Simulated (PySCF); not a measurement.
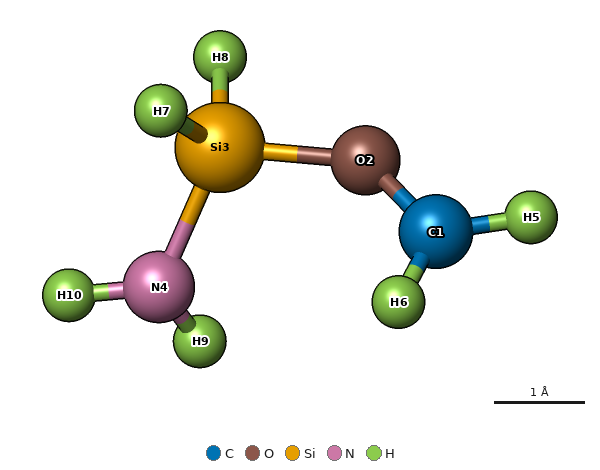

**Figure 1.** The structure as given in the input (ball-and-stick view, seen at a tilt; atoms are numbered from 1 in the order of the input). Bond lengths as drawn: C–H 1.07 Å, C–O 1.33 Å, H–N 1.01 Å, H–Si 1.46 Å, N–Si 1.73 Å and O–Si 1.63 Å.

CH$_{6}$NOSi: EPR calculation

The run: EPR calculation of CH$_{6}$NOSi, multiplicity 2, SMILES [CH2]O[SiH2]N. Method and program: UKS B3LYP, pcH-1 on C H N O Si, non-relativistic, mean-field spin-orbit, GIAO (PySCF 2.14.0).

It belongs to a series of runs on one base structure; here: H removed from sp3 C.

**Output**
```
UKS, coarse grid
  cycle   1  E = -461.10050165  |g| = 5.42e-01
  cycle   2  E = -460.92922787  |g| = 8.65e-01
  cycle   3  E = -461.20033134  |g| = 8.03e-02
  cycle   4  E = -461.20188506  |g| = 4.41e-02
  cycle   5  E = -461.20261719  |g| = 8.91e-03
  cycle   6  E = -461.20264840  |g| = 2.51e-03
  cycle   7  E = -461.20265241  |g| = 9.27e-04
UKS, final grid
  cycle   1  E = -461.20264527  |g| = 9.19e-04
  cycle   2  E = -461.20264518  |g| = 1.05e-03
  cycle   3  E = -461.20264570  |g| = 8.65e-05
  cycle   4  E = -461.20264570  |g| = 8.33e-05
  cycle   5  E = -461.20264571  |g| = 1.12e-05
E = -461.20264571 Eh   <S^2> = 0.7534 (exact 0.7500)
g shifts (ppm)      1          2          3
  rmc          -177       -177       -177
  gc             -3         39         39
  oz_so          -0       1234       1861
  total        -180       1096       1723
hyperfine (MHz)  atom isotope    a_iso     a_fc   dipolar eigenvalues
    0   13C      85.08      85.13    -80.32    -78.21    158.53
    1   17O     -12.45     -12.48    -53.84     26.21     27.63
    2  29Si       1.61       1.58     -2.69      0.89      1.81
    3   14N       1.34       1.34     -0.37     -0.04      0.41
    4    1H     -65.72     -65.75    -38.12      0.20     37.92
    5    1H     -64.93     -64.96    -38.14      0.28     37.86
    6    1H       9.76       9.76     -2.22     -2.00      4.23
    7    1H      -3.95      -3.95     -2.79     -1.80      4.59
    8    1H      -0.35      -0.35     -2.06     -1.48      3.54
    9    1H      -0.01      -0.01     -1.20     -1.02      2.22
```

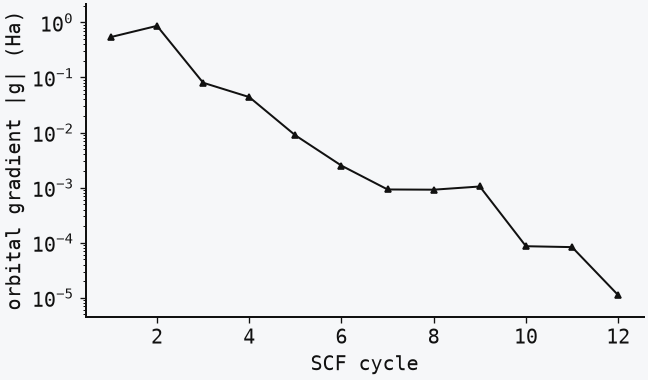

**Figure 2.** Convergence of the self-consistent field: orbital gradient |g| against the SCF cycle. All cycles printed in the log are drawn one after another.

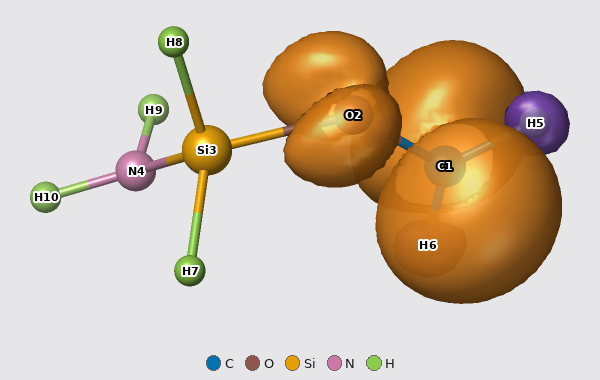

**Figure 3.** Isosurfaces of the spin density at +0.02 (orange) and −0.02 e/Å³ (purple), seen from the side. The unpaired spin (1 electron) lies mostly on C1 (about 0.7) and O2 (about 0.2), in electrons by Hirshfeld's partition.

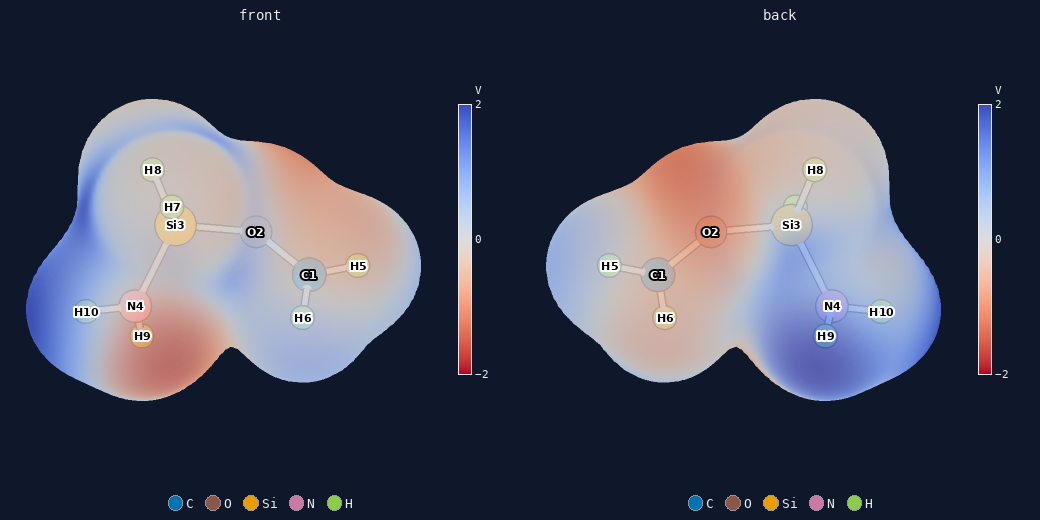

**Figure 4.** The electrostatic potential painted on the density surface at 0.002 e/bohr³, seen face on and from behind; red is negative and blue positive.

The run was set up as follows.

**Input file**
```
{"job": {"kind": "epr", "basis": "pcH-1"}, "charge": 0, "multiplicity": 2}
C      1.835080    -0.092990     0.572400
O      0.980878    -0.528206    -0.352408
Si    -0.475116    -0.006682    -0.872022
N     -1.518312     0.217104     0.483830
H      2.751328    -0.639762     0.676075
H      1.583604     0.735315     1.205320
H     -0.420218     1.321993    -1.482003
H     -0.747943    -1.099221    -1.800045
H     -1.535051    -0.483518     1.209074
H     -2.445368     0.580622     0.337251
```

The first line tells a small driver script what to run in PySCF; the rest is the geometry in Å.

Launch command:
```bash
OMP_NUM_THREADS=1 python <driver script> task.json out
```

**Summary**

| quantity | value |
| --- | --- |
| outcome | converged |
| total energy | −461.202646 hartree |
| ⟨S²⟩ | 0.753 |
| isotropic g | 2.0032 |
| hardware | 1 CPU thread, shared host |
| wall time | 17 s |
| peak memory | 0.58 GiB |
